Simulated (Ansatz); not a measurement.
The starting structures come from a database of crystals and need not be the phases stable at ambient conditions.

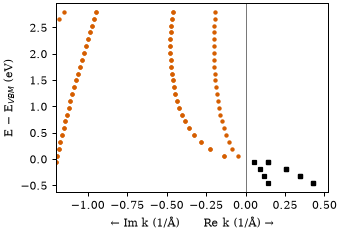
Complex bands at the centre of the two-dimensional zone; PBEsol (Ansatz, a first-principles code)

The gap is the functional's own, uncorrected, and κ follows it; spin-orbit coupling is left out. Mid-gap means the computed energy nearest the middle.

Q: This is BeSe (F-43m, zinc blende, 2 atoms a cell, 17.3 Å³ an atom, -2 GPa at this level) along the normal of (111). Read off the slowest decay at the centre of the two-dimensional zone at 1.24 eV, the computed energy nearest the middle of the gap.

A: κ ≈ 0.18 1/Å, a decay length 1/(2κ) of the density of 2.7 Å.
